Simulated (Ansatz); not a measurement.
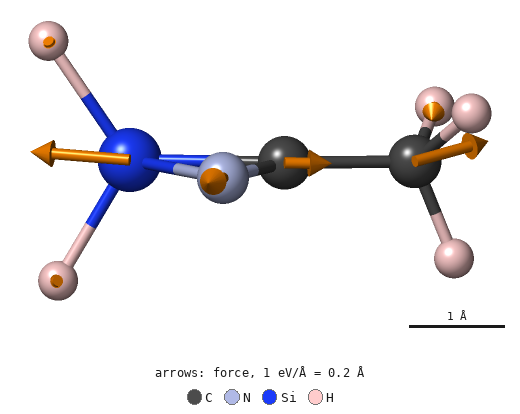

Starting geometry of C$_{2}$H$_{5}$NSi (coarse preliminary run) with the computed forces as orange arrows. A ball-and-stick model, seen face on.

The start comes from a force field.

Method: RKS PBE-D4/def2-SVP (Ansatz). (force threshold 0.03 eV/Å; at most 200 steps)

### What follows when this structure is relaxed?

It isn't relaxed: the largest force vector, on the Si atom, is 5.40 eV/Å. The final displacements have little in common with the starting forces (cosine between the two patterns 0.20). An H atom moves most after the best rigid fit: 0.41 Å. By element the largest moves are H 0.41 Å, N 0.31 Å, Si 0.20 Å, C 0.10 Å. Some distances before and after: C–Si 1.681 → 1.817 Å, C–C 1.396 → 1.487 Å, N–Si 1.770 → 1.847 Å, C–H 1.161 → 1.109 Å. Among the angles between lasting bonds that change: N–Si–H 105.9° → 116.4°, N–Si–H 109.4° → 116.3°, H–C–H 105.8° → 109.8°. Groups turn about C–C by about 35°. After 7 accepted moves (8 points after the start) the energy has fallen by 0.750 eV. The largest force component goes from 3.8 to 0.016 eV/Å. The line search rejected the trial step at point 4 of the run.
